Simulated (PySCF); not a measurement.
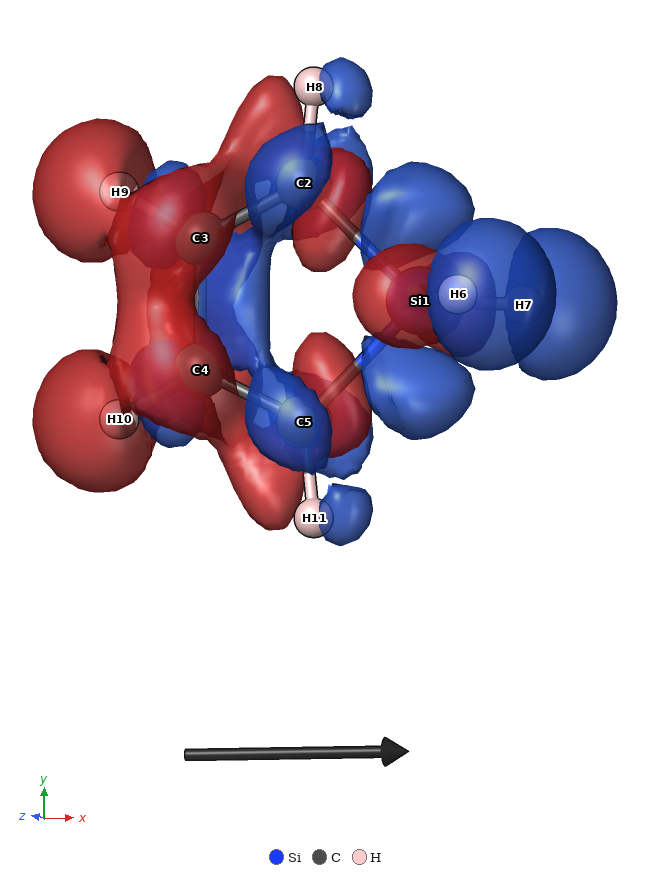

Figure 1: C4H6Si, SMILES `[SiH2]1C=CC=C1`. Change of the electron density in a uniform field of 0.26 V/Å along +x (arrow), surfaces at ±0.002 e/Å³ (red: gain, blue: loss).

Level of theory: PBE0/def2-SVPD (PySCF), at a geometry from GFN2-xTB. No frequency check shows the geometry to be a minimum.

Input script:

```python
import numpy as np
from pyscf import gto, scf, dft
from pyscf.scf import atom_ks, atom_hf
from scipy.linalg import block_diag

def solve(mol, dm0=None, hcore=None):
    mf = (dft.UKS if mol.spin else dft.RKS)(mol, xc='pbe0')
    mf.grids.level = 3
    mf = mf.density_fit(auxbasis='def2-universal-jkfit')
    mf.conv_tol, mf.max_cycle = 1e-8, 80
    if hcore is not None:
        mf.get_hcore = lambda *args: hcore
    mf.kernel(dm0)
    if not mf.converged:
        mf = mf.newton().run(mf.mo_coeff, mf.mo_occ, max_cycle=30)
    assert mf.converged, 'SCF not converged'
    return mf

mol = gto.M(atom='''
Si     1.24066     0.00003     0.00001
C     -0.10792     1.31969     0.00043
C     -1.30821     0.72830    -0.00020
C     -1.30813    -0.72839     0.00021
C     -0.10779    -1.31966    -0.00045
H      2.05562    -0.00136     1.21571
H      2.05560     0.00161    -1.21577
H      0.00568     2.39099    -0.00004
H     -2.24993     1.26072    -0.00055
H     -2.24980    -1.26092     0.00058
H      0.00592    -2.39095     0.00002
''', basis='def2-svpd', charge=0, spin=0, verbose=4)
field = np.array([0.005, 0.0, 0.0])  # atomic units
mol.set_common_orig(mol.atom_charges() @ mol.atom_coords() / mol.atom_charges().sum())
mf = solve(mol)
out = dict(dm0=mf.make_rdm1(), d0=mf.dip_moment(unit='AU'), e0=mf.e_tot)
for name, sign in (('p', 1), ('m', -1)):
    h = mf.get_hcore() + sign * np.einsum('x,xij->ij', field, mol.intor('int1e_r'))
    mi = solve(mol, mf.make_rdm1(), h)
    out.update({'dm' + name: mi.make_rdm1(), 'd' + name: mi.dip_moment(unit='AU'), 'e' + name: mi.e_tot})
# spherically averaged free atoms, for the promolecule
atm = atom_ks.get_atm_nrks(mol, xc='pbe0')
pro = block_diag(*[(atm[a[0]][2] * atm[a[0]][3]) @ atm[a[0]][2].T for a in mol._atom])
np.savez('result.npz', pro=pro, **out)
```

Launched as:

```sh
OMP_NUM_THREADS=1 python input.py
```

The run took 22 s on 1 thread of Intel(R) Xeon(R) 6975P-C (Granite Rapids), on a shared host, peak memory 0.69 GiB.

Partitions, critical points and surface values were worked out afterwards from this run's density.

> How large is the response?

The induced dipole is 1.07 D (along the field); α along this axis, from the fields in both directions, is 85 bohr³ (12.5 Å³).

> Which atoms gain and lose the most charge?

Electrons gather most on H9 and H10 alike (Hirshfeld charge changes by −0.013 e) and leave Si1 most (+0.017 e); 0.088 electrons are displaced in all.
